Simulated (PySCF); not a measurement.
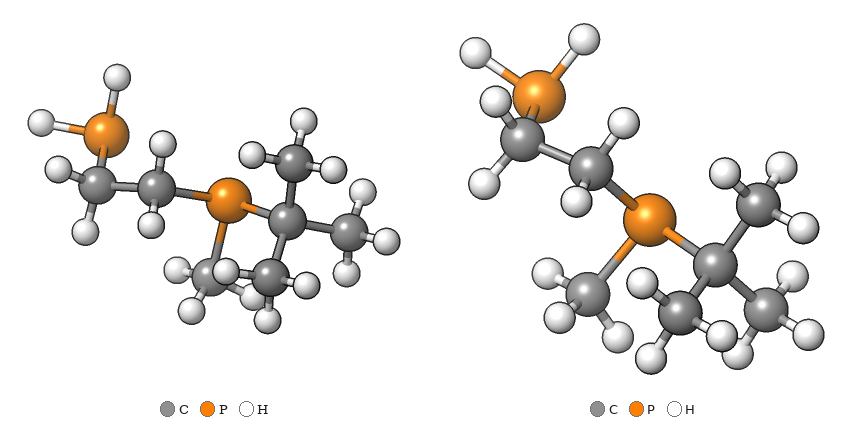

The same structure drawn twice, from different directions.

Count the atoms of each element.

C₇H₁₈P₂, 27 atoms: 7 carbon, 18 hydrogen and 2 phosphorus.

Does it have rings?

It has no ring.

How many bonds of each kind are drawn?

16 C–H, 4 C–P, 4 C–C, 2 P–H.

What is its SMILES?

CP(CCP)C(C)(C)C

More results for the same structure follow; atom numbers are the same in all pictures, views and colours differ. The computed structure is the end point of a PBE0-D3(BJ)/def2-SVP optimisation. No frequency run is at hand to confirm it as a minimum.

**Geometry**

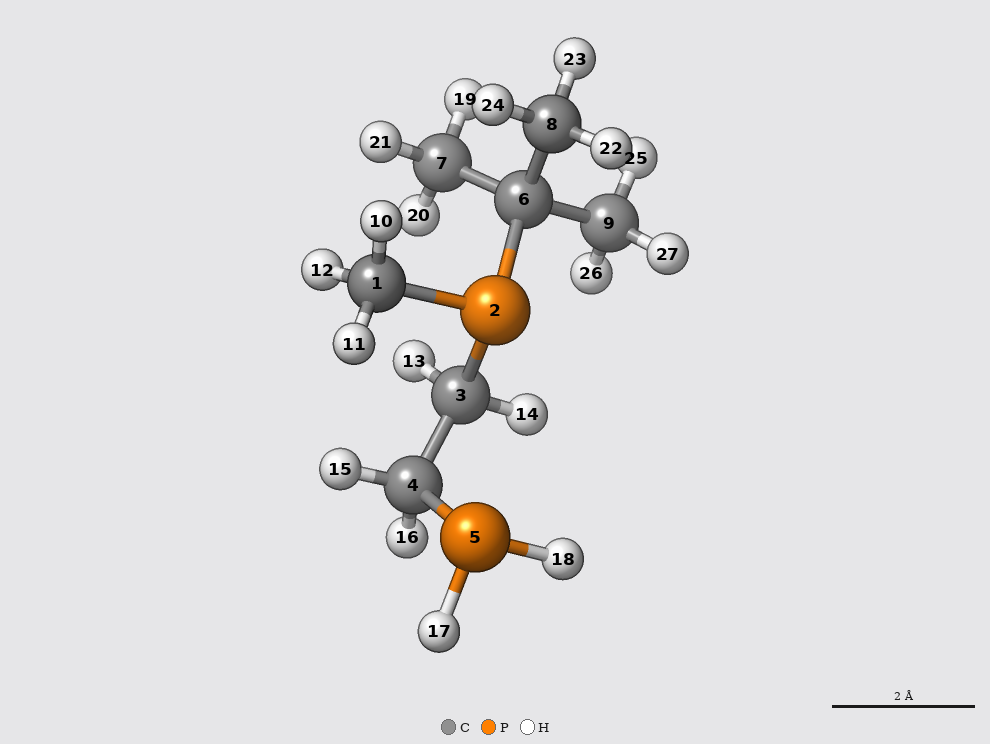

Numbered structure. No frequency run is at hand to confirm it as a minimum.

Estimate the angles P2–C6–C7, P2–C6–C8, P2–C6–C9, C3–C4–H16, C4–P5–H18, P5–C4–H15, C6–C7–H20, C6–C8–H22, C6–C8–H24, C6–C9–H25, C6–C9–H27, C8–C6–C9.

```tsv
angle	degrees
P2–C6–C7	114.7
P2–C6–C8	106.1
P2–C6–C9	106.9
C3–C4–H16	109.7
C4–P5–H18	97.1
P5–C4–H15	105.9
C6–C7–H20	112.3
C6–C8–H22	111.3
C6–C8–H24	111.9
C6–C9–H25	110.0
C6–C9–H27	111.4
C8–C6–C9	109.0
```

**Electronic properties**

No frequency run is at hand to confirm it as a minimum. Properties computed with KT2/pcSseg-1, gas phase (PySCF 2.14.0).

Estimate the dipole moment.

2.11 D.

What is the LUMO energy (Kohn–Sham orbital)?

−0.50 eV.

Give the HOMO energy (Kohn–Sham orbital) at this level.

−5.11 eV.

**NMR shielding**

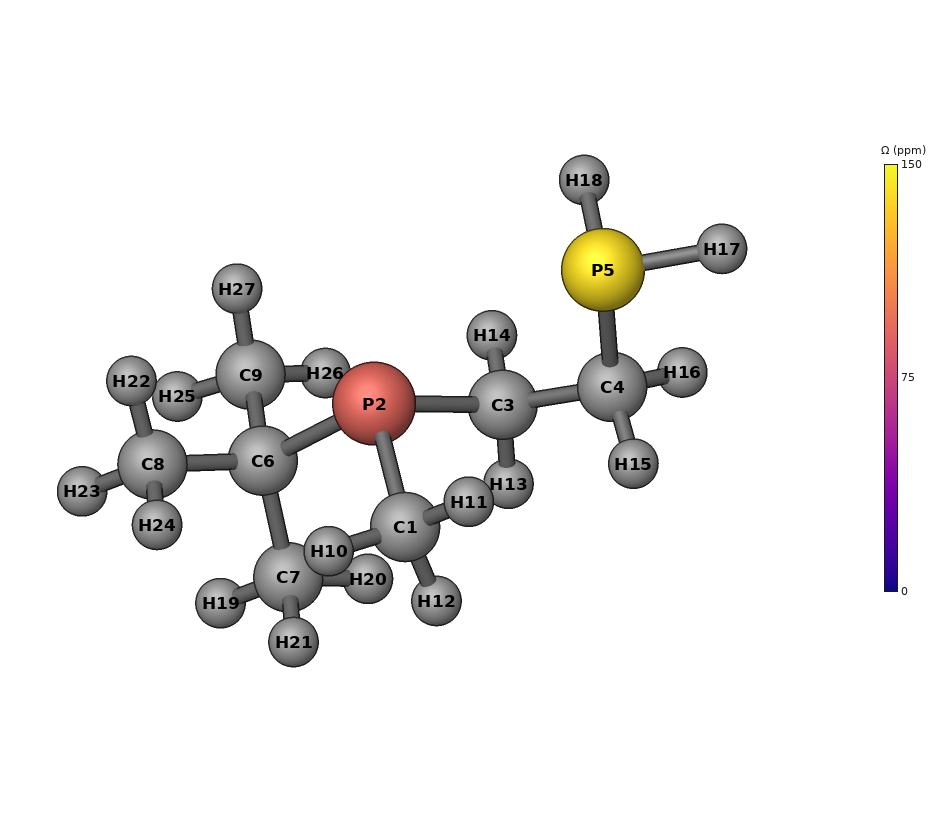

The P atoms are coloured by the span of their shielding tensor. No frequency run is at hand to confirm it as a minimum. Method: GIAO PBE0/pcSseg-1 NMR shielding, non-relativistic, IEF-PCM cyclohexane (PySCF 2.14.0). Principal shieldings σ11 ≤ σ22 ≤ σ33, span Ω = σ33 − σ11, skew κ = 3(σiso − σ22)/Ω.

Which P atom has the most anisotropic shielding?

P5, with a span of 141 ppm.

Give the shielding tensors of the P atoms.

```tsv
atom	σ11	σ22	σ33	σiso	Ω	κ
P2	325.4	335.7	417.9	359.6	92.5	0.78
P5	410.8	485.6	551.4	482.6	140.6	−0.06
```

Shieldings and span in ppm.

**Bond orders**

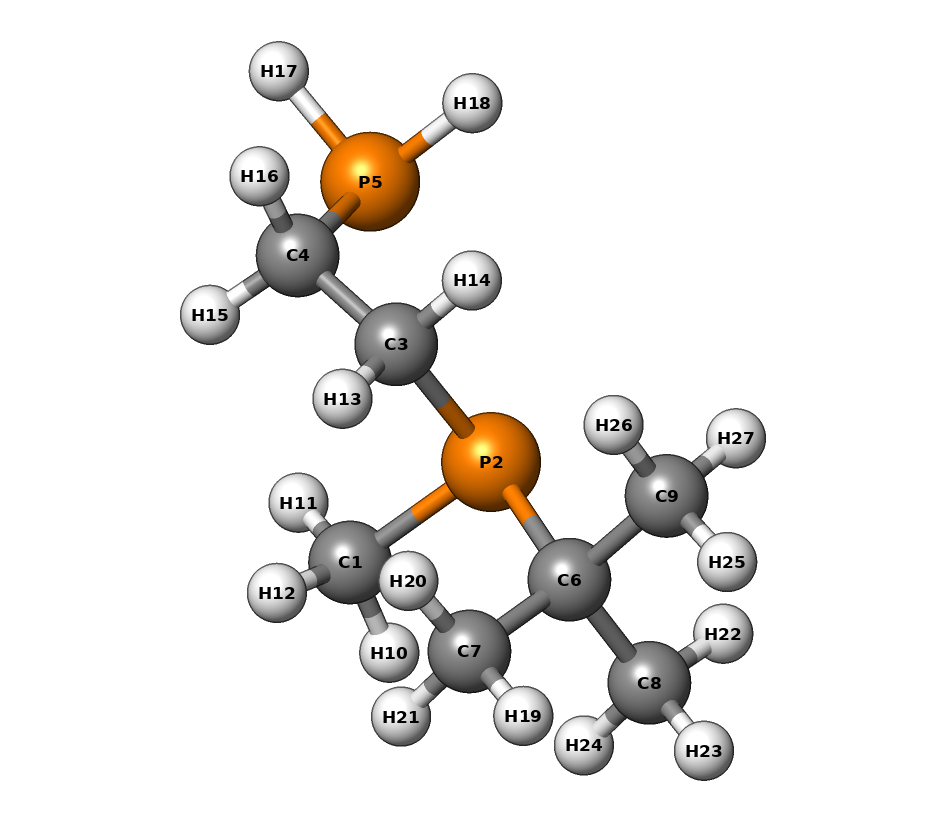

Every bond is drawn as one stick. No frequency run is at hand to confirm it as a minimum. Level of theory: PBE0/pcSseg-1 (PySCF 2.14.0).

List the Mayer bond orders of C1–P2, P2–C3, P2–C6, C3–C4, C4–P5, C6–C7, C6–C8, C6–C9 (bonds between heavy atoms, one of each equivalent set).

```
 bond  Mayer order  length (Å)
C1–P2         0.98       1.849
P2–C3         0.95       1.864
P2–C6         0.92       1.895
C3–C4         1.03       1.527
C4–P5         0.98       1.876
C6–C7         0.98       1.525
C6–C8         1.01       1.531
C6–C9         1.00       1.531
```
